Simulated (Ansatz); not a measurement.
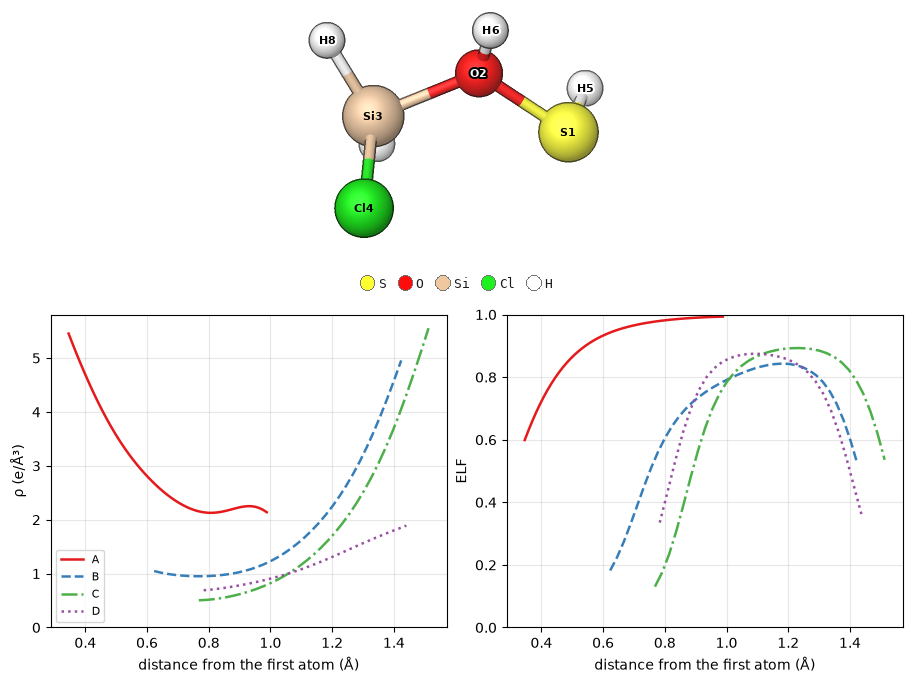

ClH$_{4}$OSSi (charge +1). Electron density and electron localisation function along straight lines between neighbouring atoms. The curves leave out the atomic cores. The structure is drawn too.

These are results of RKS PBE/def2-SVP (Ansatz), not measurements.

```yaml
atoms:
  - { symbol: S, position_ang: [-0.2843, 0.9908, -1.7807] }
  - { symbol: O, position_ang: [0.4928, 0.5313, -0.2469] }
  - { symbol: Si, position_ang: [-0.1697, -0.8312, 0.8345] }
  - { symbol: Cl, position_ang: [0.0045, -2.5412, -0.2299] }
  - { symbol: H, position_ang: [-0.7498, 2.1767, -1.2752] }
  - { symbol: H, position_ang: [1.4613, 0.7267, -0.2556] }
  - { symbol: H, position_ang: [-1.5643, -0.3530, 1.0062] }
  - { symbol: H, position_ang: [0.8095, -0.7002, 1.9476] }
```

Which curve belongs to which contact (O–H, Si–Cl, Si–O and S–O)? The first atom named is at distance zero.

Curve A: O–H (0.99 Å): the density is about 3.6 e/Å³ at the midpoint; the ELF climbs to about 1 towards the hydrogen, as it does in any bond to H: an ordinary covalent bond to hydrogen. Curve B: S–O (1.78 Å): ρ is about 1 e/Å³ halfway; the ELF peaks at about 0.85 between the atoms, as expected for a polar covalent bond. Curve C: Si–O (1.86 Å): ρ at the midpoint is about 0.67 e/Å³; the ELF peaks at about 0.90 between the atoms (a shared but strongly polarised pair). Curve D: Si–Cl (2.02 Å): the density is about 0.92 e/Å³ at the midpoint; the ELF peaks at about 0.85 between the atoms (a shared but strongly polarised pair).
